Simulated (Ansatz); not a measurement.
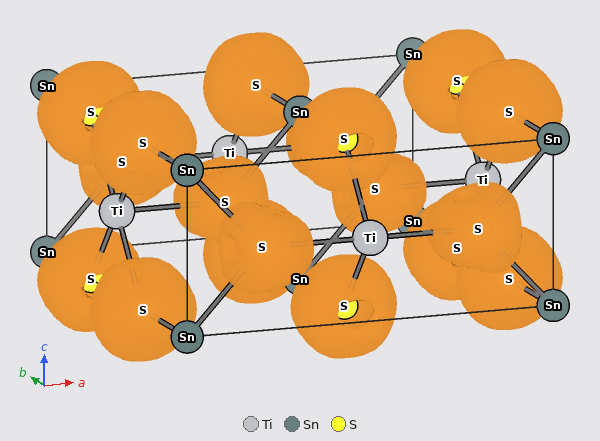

*TiSnS$_{4}$. Isosurface of the ELF at 0.8 (orange), seen slightly off an axis. Core shells and regions of very low density are left out. Sticks mark near contacts.*

Space group Cmmm; a structure from a database of computed crystals, not necessarily the ambient phase; a generated structure, not necessarily the stable one; computed without spin polarisation.

All numbers below come from DFT PBE, scalar-relativistic, plane waves, PAW in Ansatz 0.2.0.

```
Ti Sn S
1.0
     8.39700    0.00000    0.00000
     0.00000    8.52246    0.00000
     0.00000    0.00000    3.67619
Ti Sn S
2 2 8
Cartesian
  0.0000 4.2612 1.8381
  4.1985 0.0000 1.8381
  0.0000 0.0000 0.0000
  4.1985 4.2612 0.0000
  0.0000 2.6919 0.0000
  4.1985 6.9531 0.0000
  1.7147 0.0000 1.8381
  5.9132 4.2612 1.8381
  2.4838 4.2612 1.8381
  6.6823 0.0000 1.8381
  0.0000 5.8306 0.0000
  4.1985 1.5693 0.0000
```

### Describe the localisation domains.

The surface consists of eight regions wrapped around S (the valence shell of each), counted in one cell of 12 atoms. Any copies at cell faces, edges or corners count once.

Values along the shortest contacts:
Ti–S (2.42 Å): the ELF peaks at about 0.90 in the valence shell of S, 0.8 Å from its nucleus, and is about 0.50 at the midpoint. Sn–S (2.51 Å): the ELF peaks at about 0.85 in the valence shell of S, 0.8 Å from its nucleus, and is about 0.55 at the midpoint.
